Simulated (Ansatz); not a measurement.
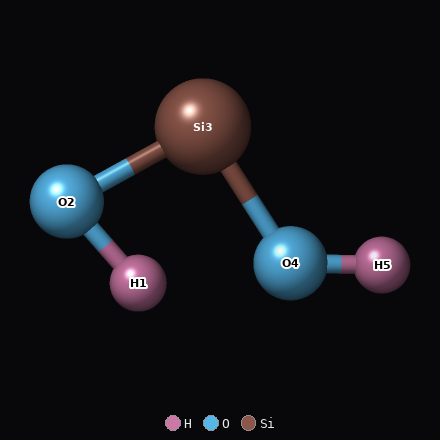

The system is the reacting system H₂O₂Si (one molecule; an intramolecular 1,2-shift); the picture shows the reference structure. 
- The first coordinate is: distance H1–Si3 (bond that forms); the second: distance H1–O2 (bond that breaks).
- Relaxed at each point: all other coordinates.
- The grid has 12 × 12 points.
- Points are written as (first, second).
- Energies are in kcal/mol, from the lowest grid point.
- Energies and slopes of some neighbouring points disagree (a jump in structure or state, or too coarse a mesh). The reference is spin-restricted, so regions where a bond is pulled apart into radicals lie too high.
- All numbers below come from RKS r2SCAN-D4/def2-SVP (Ansatz).

Its coordinates:

```xyz
5

H    -0.3995   -0.4693   -0.7984
O    -0.1887   -1.5304   -0.4312
Si    0.4121   -0.6069    0.7870
O     0.0039    0.8692    0.0270
H     0.1722    1.7375    0.4156
```

Range: distance H1–Si3 (bond that forms) from 1.278 to 3.078 Å; distance H1–O2 (bond that breaks) from 0.873 to 2.373 Å.

What will the energy surface look like?

Answer. The lowest grid point is at (2.301 Å, 0.948 Å). Other grid points that lie below all their neighbours: (2.487 Å, 2.205 Å) (32 kcal/mol higher). The highest grid point, (1.278 Å, 2.040 Å), lies 112 kcal/mol above the lowest.

```tsv
second ↓, first →	1.278	1.368	1.492	1.633	1.786	1.950	2.122	2.301	2.487	2.679	2.876	3.078
2.373	109	91	74	62	53	43	40	35	32	33	34	36
2.205	110	92	75	61	51	42	37	33	32	33	35	36
2.040	112	92	74	60	49	40	35	32	33	34	36	37
1.880	111	91	72	57	45	37	33	33	34	36	37	37
1.726	109	89	69	53	42	36	33	34	36	37	38	38
1.576	105	85	65	50	40	35	35	37	39	40	40	40
1.433	101	80	61	47	39	39	41	47	47	48	52	59
1.297	95	75	57	44	37	34	31	30	30	33	38	51
1.169	89	69	50	36	26	19	16	14	15	19	27	45
1.051	83	62	42	26	15	8	4	3	4	10	23	45
0.948	82	61	40	24	12	5	1	0	3	11	29	52
0.873	89	68	47	30	18	11	7	7	10	22	43	66
```

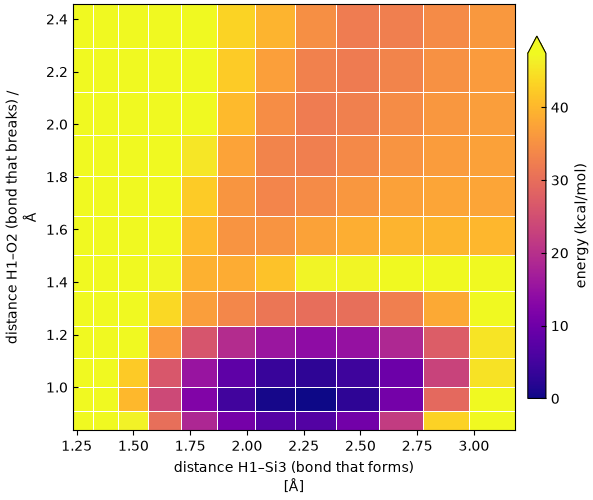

Drawn: one coloured cell a grid point, one colour for all values above the top of the scale.

The whole map (144 points run) took 20 min on 1 thread of Arm Neoverse V2, with other jobs on the host.
